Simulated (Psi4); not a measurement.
# BSiN2H5 (SMILES N[SiH]1BN1): HF/3-21G

Aim: the vertical ionisation energy of BSiN2H5 at HF/3-21G, from 2 runs. 

Program for the calculation: Psi4 1.11.

6 further runs of the same task are left out: 6 that didn't finish. Runs told in other sessions of the task aren't counted.

## 1. The system as given

BSiN2H5 has 9 atoms, charge 0, and is taken as a singlet. SMILES: `N[SiH]1BN1`. The shape is that of a PBE0-D4/def2-TZVP optimisation. This is one conformer, not always the lowest.

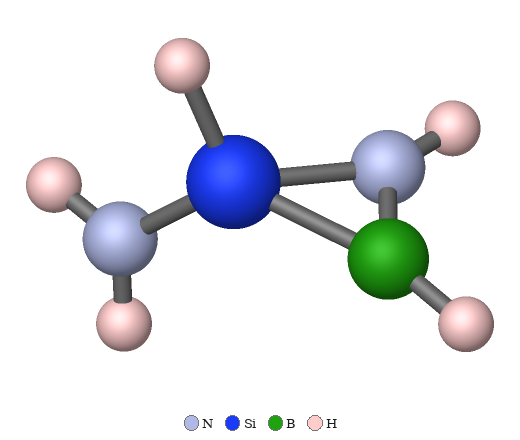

Viewed from a chosen angle; nitrogen light blue, silicon blue, boron green, hydrogen pink.

## 2. The energy at HF/3-21G

File bh5n2si.xyz:

```xyz
9
BH5N2Si
N     -0.637800     1.588100     0.218200
Si     0.258900     0.175500     0.530500
B     -0.233900    -1.625800     0.110200
N      0.650500    -0.971600    -0.738400
H     -0.221300     2.503300     0.212900
H     -1.561800     1.577300    -0.177300
H      1.441200     0.620900     1.305200
H     -0.741300    -2.702400     0.114400
H      1.134000    -1.211600    -1.592900
```

File calc.py:

```python
import psi4

psi4.set_memory(2200000000)
psi4.set_num_threads(1)
psi4.set_output_file('run.log', False)

with open('bh5n2si.xyz') as f:
    atoms = ''.join(f.readlines()[2:])
molecule = psi4.geometry('0 1\n' + atoms + 'symmetry c1')

psi4.set_options({
    'reference': 'rhf',
    'puream': True,
    'e_convergence': 1e-09,
    'd_convergence': 1e-08,
    'scf_type': 'pk',
})

E, wfn = psi4.energy("hf/3-21G", return_wfn=True)
psi4.oeprop(wfn, "LOWDIN_CHARGES", "QUADRUPOLE", "MULLIKEN_CHARGES", title="HF")
print(f'hf/3-21G energy: {E:.10f} Eh')
```

Command:

```
python calc.py
```

run.log:

```text
[...]
  Running in c1 symmetry.
[...]
  Nuclear repulsion =  149.962674332369971
[...]
  Multiplicity = 1
[...]
  Nalpha       = 19
  Nbeta        = 19
[...]
    Number of basis functions: 50
[...]
   @RHF iter   1:  -423.07529166130990   -6.78534e-01   8.64168e-03 DIIS/ADIIS
[...]
   @RHF iter  11:  -423.16138034173724   -1.48930e-11   8.96414e-09 DIIS
[...]
    Orbital Energies [Eh]
    ---------------------
    Doubly Occupied:
       1A    -68.320531     2A    -15.469432     3A    -15.450885
       4A     -7.559981     5A     -6.120790     6A     -4.218804
       7A     -4.216863     8A     -4.215875     9A     -1.158461
      10A     -1.120595    11A     -0.762614    12A     -0.672843
      13A     -0.648192    14A     -0.594270    15A     -0.529211
      16A     -0.484264    17A     -0.415879    18A     -0.411549
      19A     -0.340176
[...]
  @RHF Final Energy:  -423.16138034173724
   => Energetics <=
    Nuclear Repulsion Energy =            149.9626743323699714
    One-Electron Energy =                -880.8256777026266491
    Two-Electron Energy =                 307.7016230285194638
    Total Energy =                       -423.1613803417372424
[...]
 Multipole Moments:
 ------------------------------------------------------------------------------------
     Multipole            Electronic (a.u.)      Nuclear  (a.u.)        Total (a.u.)
 ------------------------------------------------------------------------------------
 L = 1.  Multiply by 2.5417464519 to convert [e a0] to [Debye]
 Dipole X            :         -0.0115273            0.0213621            0.0098349
 Dipole Y            :         -1.9263067            2.4761916            0.5498849
 Dipole Z            :          0.1439641           -0.6704448           -0.5264807
 Magnitude           :                                                    0.7613488
 L = 2.  Multiply by 1.3450342976 to convert [e a0^2] to [Debye ang]
 Quadrupole XX       :        -70.7479981           47.2990400          -23.4489581
 Quadrupole XY       :         35.8275667          -37.2494543           -1.4218876
[...]
  Mulliken Charges: (a.u.)
   Center  Symbol    Alpha    Beta     Spin     Total
       1     N     4.05000  4.05000  0.00000 -1.10000
       2    SI     6.35076  6.35076  0.00000  1.29847
       3     B     2.44689  2.44689  0.00000  0.10623
       4     N     4.02127  4.02127  0.00000 -1.04254
       5     H     0.33117  0.33117  0.00000  0.33765
       6     H     0.33221  0.33221  0.00000  0.33558
       7     H     0.61684  0.61684  0.00000 -0.23367
       8     H     0.52235  0.52235  0.00000 -0.04470
       9     H     0.32851  0.32851  0.00000  0.34298
   Total alpha = 19.00000, Total beta = 19.00000, Total charge =  0.00000
[...]
```

The script printed:

```text
hf/3-21G energy: -423.1613803417 Eh
```

Run time: 1.3 s. Hardware: 1 thread of Intel Xeon 6975P-C (Granite Rapids), shared host; peak memory 0.19 GiB.

## 3. The doublet cation: energy and gradient at UHF/3-21G

File job.py:

```python
import psi4

psi4.set_memory('2200 MB')
psi4.set_num_threads(1)
psi4.set_output_file('bh5n2si.out', False)

geom = psi4.geometry("""
1 2
N     -0.637800     1.588100     0.218200
Si     0.258900     0.175500     0.530500
B     -0.233900    -1.625800     0.110200
N      0.650500    -0.971600    -0.738400
H     -0.221300     2.503300     0.212900
H     -1.561800     1.577300    -0.177300
H      1.441200     0.620900     1.305200
H     -0.741300    -2.702400     0.114400
H      1.134000    -1.211600    -1.592900
units angstrom
symmetry c1
""")

psi4.set_options({
    'basis': '3-21G',
    'reference': 'uhf',
    'puream': True,
    'e_convergence': 1e-09,
    'd_convergence': 1e-06,
    'scf_type': 'pk',
    'maxiter': 100,
    'soscf': True,
    'soscf_start_convergence': 0.001,
})

result, w = psi4.gradient("hf", return_wfn=True)
psi4.oeprop(w, "WIBERG_LOWDIN_INDICES", "MAYER_INDICES", "DIPOLE")
print('gradient / Eh bohr^-1')
print(result.np.round(6))
print(f'energy = {w.energy():.10f} Eh')
for k, v in sorted(psi4.core.scalar_variables().items()):
    print(f'{k:45s} {v:18.10f}')
```

Command:

```
python job.py
```

bh5n2si.out (excerpt; [...] marks lines left out):

```text
[...]
  Running in c1 symmetry.
[...]
  Nuclear repulsion =  149.962674332369971
[...]
  Multiplicity = 2
[...]
  Nalpha       = 19
  Nbeta        = 18
[...]
    Number of basis functions: 50
[...]
   @UHF iter   1:  -422.77685196457389   -3.80094e-01   7.60032e-03 ADIIS/DIIS
[...]
   @UHF iter  53:  -422.85823575550796   -5.64285e-10   1.09317e-07 SOSCF, nmicro=conv
[...]
   @S^2 Observed:                7.910017410E-01
[...]
  @UHF Final Energy:  -422.85823575550796
   => Energetics <=
    Nuclear Repulsion Energy =            149.9626743323699714
    One-Electron Energy =                -871.3261621175198570
    Two-Electron Energy =                 298.5052520296419516
    Total Energy =                       -422.8582357555079625
  UHF NO Occupations:
  HONO-2 :   17  A 1.9984498
  HONO-1 :   18  A 1.9832875
  HONO-0 :   19  A 1.0000000
  LUNO+0 :   20  A 0.0167125
  LUNO+1 :   21  A 0.0015502
[...]
  -Total Gradient:
     Atom            X                  Y                   Z
    ------   -----------------  -----------------  -----------------
       1        0.031675354266    -0.050847976632     0.036384587893
       2       -0.075715134077     0.040692218534    -0.047769400690
       3        0.011238937054     0.043367946532     0.021688448948
       4        0.014359344765     0.008058120913     0.008483981712
       5        0.000029269688    -0.015014132553    -0.011865585420
       6        0.013184116172    -0.002253699236     0.003086352350
       7        0.008381774801    -0.004354799283     0.004161673921
       8       -0.002531876777    -0.011790125108    -0.007509755130
       9       -0.000621785892    -0.007857553168    -0.006660303580
[...]
 Multipole Moments:
 ------------------------------------------------------------------------------------
     Multipole            Electronic (a.u.)      Nuclear  (a.u.)        Total (a.u.)
 ------------------------------------------------------------------------------------
 L = 1.  Multiply by 2.5417464519 to convert [e a0] to [Debye]
 Dipole X            :         -0.8175224            0.0213621           -0.7961603
 Dipole Y            :         -0.6196845            2.4761916            1.8565070
 Dipole Z            :          0.2136794           -0.6704448           -0.4567653
 Magnitude           :                                                    2.0710201
[...]
```

Standard output:

```text
gradient / Eh bohr^-1
[[ 3.1675e-02 -5.0848e-02  3.6385e-02]
 [-7.5715e-02  4.0692e-02 -4.7769e-02]
 [ 1.1239e-02  4.3368e-02  2.1688e-02]
 [ 1.4359e-02  8.0580e-03  8.4840e-03]
 [ 2.9000e-05 -1.5014e-02 -1.1866e-02]
 [ 1.3184e-02 -2.2540e-03  3.0860e-03]
 [ 8.3820e-03 -4.3550e-03  4.1620e-03]
 [-2.5320e-03 -1.1790e-02 -7.5100e-03]
 [-6.2200e-04 -7.8580e-03 -6.6600e-03]]
energy = -422.8582357555 Eh
CURRENT ENERGY                                   -422.8582357555
CURRENT REFERENCE ENERGY                         -422.8582357555
DD SOLVATION ENERGY                                 0.0000000000
HF KINETIC ENERGY                                 422.2874410328
HF POTENTIAL ENERGY                              -845.1456767883
HF TOTAL ENERGY                                  -422.8582357555
HF VIRIAL RATIO                                     2.0013516735
NUCLEAR REPULSION ENERGY                          149.9626743324
ONE-ELECTRON ENERGY                              -871.3261621175
PCM POLARIZATION ENERGY                             0.0000000000
PE ENERGY                                           0.0000000000
SCF ITERATION ENERGY                             -422.8582357555
SCF ITERATIONS                                     53.0000000000
SCF TOTAL ENERGY                                 -422.8582357555
TWO-ELECTRON ENERGY                               298.5052520296
```

Run time: 4.5 s. Hardware: 1 thread of Intel Xeon 6975P-C (Granite Rapids), shared host; peak memory 0.19 GiB.

## 4. Summary of results

At HF/3-21G:

| quantity | value |
| --- | --- |
| singlet BSiN2H5: total energy | -423.16138 Eh |
| singlet BSiN2H5: dipole moment | 1.94 D |
| singlet BSiN2H5: HOMO energy | -9.26 eV |
| singlet BSiN2H5: LUMO energy | 4.26 eV |
| singlet BSiN2H5: HOMO–LUMO gap | 13.51 eV |
| doublet cation: total energy | -422.85824 Eh |
| doublet cation: HOMO energy (highest over α and β) | -15.14 eV |
| doublet cation: LUMO energy (lowest over α and β) | -6.54 eV |
| doublet cation: ⟨S²⟩ | 0.791 |
| doublet cation: largest force on an atom | 5.057 eV/Å |
| vertical ionisation energy (to the doublet cation) | 8.249 eV |

Removing an electron at fixed nuclei costs 8.25 eV (796 kJ/mol). The negative HOMO energy of the first species, 9.26 eV, lies 1.01 eV above that difference.
